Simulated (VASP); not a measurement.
Consider the following.

```
CELL_PARAMETERS angstrom
      4.31913     0.00000     0.00000
      0.00000     4.31913     0.00000
      0.00000     0.00000     4.31913
ATOMIC_POSITIONS crystal
  V  0.00000 0.00000 0.00000
  N  0.50000 0.50000 0.50000
  N  0.00000 0.00000 0.50000
  N  0.00000 0.50000 0.00000
  N  0.50000 0.00000 0.00000
  Nb 0.50000 0.50000 0.00000
  Nb 0.50000 0.00000 0.50000
  Nb 0.00000 0.50000 0.50000
```

The numbers are results of PBEsol GGA, VASP's PBE PAW potentials (set 64) (plane waves; VASP), not measurements. Numerical set-up: 520 eV cut-off, 10×10×10 Γ-centred mesh, tetrahedra with Blöchl corrections, potentials V_sv N Nb_sv.

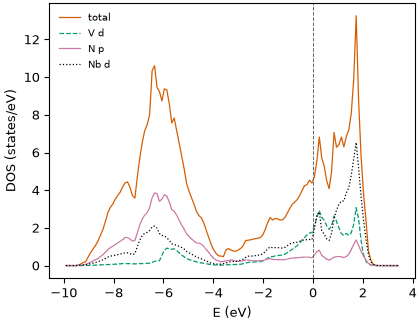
*Total and projected density of states, zero at the Fermi level*

Within 2 eV below the Fermi level the largest weight inside VASP's projection spheres is Nb d, then V d.

It has no gap at this level: it comes out as a metal or semimetal.

The structure was generated: Nb3VN4 was put into an ordered model structure (Pm-3m), which need not be its known phase. It was relaxed first. The run is not spin-polarised, so no magnetic state was tried.
